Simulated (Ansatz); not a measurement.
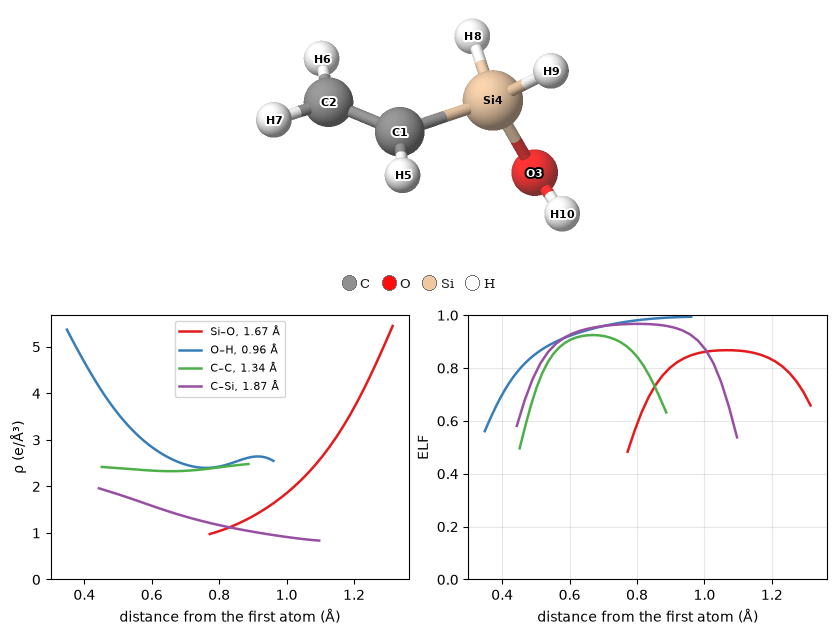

C2H6OSi (SMILES C=C[SiH2]O). Total electron density and ELF along straight lines between neighbouring atoms. The curves leave out the atomic cores. The structure is drawn too.

Geometry: PBE0-D3(BJ)/def2-SVP.

Theory: isolated molecule in a Gaussian basis; Kohn-Sham density functional theory, functional PBE0 in Ansatz 0.2.0.

```xyz
10

C     1.1768   -0.1261   -0.5153
C     1.8814   -0.2372    0.6174
O    -1.5641    0.9214   -0.9031
Si    0.0545    1.3272   -0.8516
H     1.2849   -0.9200   -1.2674
H     1.8202    0.5192    1.4088
H     2.5524   -1.0819    0.8116
H     0.2003    2.2930    0.2718
H     0.4555    1.9611   -2.1499
H    -1.8731    0.4598   -1.6870
```

Q: Compare the contacts.

A: Si–O (1.67 Å): the density is about 1.1 e/Å³ at the midpoint; the ELF peaks at about 0.85 between the atoms, as expected for a polar covalent bond.
O–H (0.96 Å): ρ is about 3.7 e/Å³ halfway; the ELF climbs to about 1 towards the hydrogen, as it does in any bond to H (an ordinary covalent bond to hydrogen).
C–C (1.34 Å): ρ is about 2.3 e/Å³ halfway; the ELF peaks at about 0.90 between the atoms; a multiple bond.
C–Si (1.87 Å): ρ is about 0.99 e/Å³ halfway; the ELF peaks at about 0.95 between the atoms, as expected for a shared electron pair.
